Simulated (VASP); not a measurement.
Band structure of PbO (relaxed from the NiAs type structure, space group P6_3/mmc). These are PBEsol GGA, VASP's PBE PAW potentials (set 64) (plane waves; VASP) values and carry that method's errors.

Unless said otherwise, spin-orbit coupling is left out, though it shifts the bands of the heavy elements here.

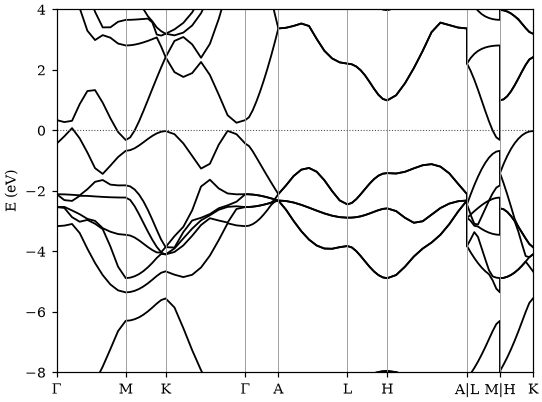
Fig. 1. Bands along high-symmetry lines, zero at the valence-band maximum or, without a gap, the Fermi level

Read the plot: is there a gap, and where are the band edges?

It has no gap at this level: it comes out as a metal or semimetal. (Edges off the drawn lines would not show.)

The structure was generated: PbO was put into the NiAs type type (P6_3/mmc), which need not be its known phase. It was relaxed first, which changed the volume by +50 %.
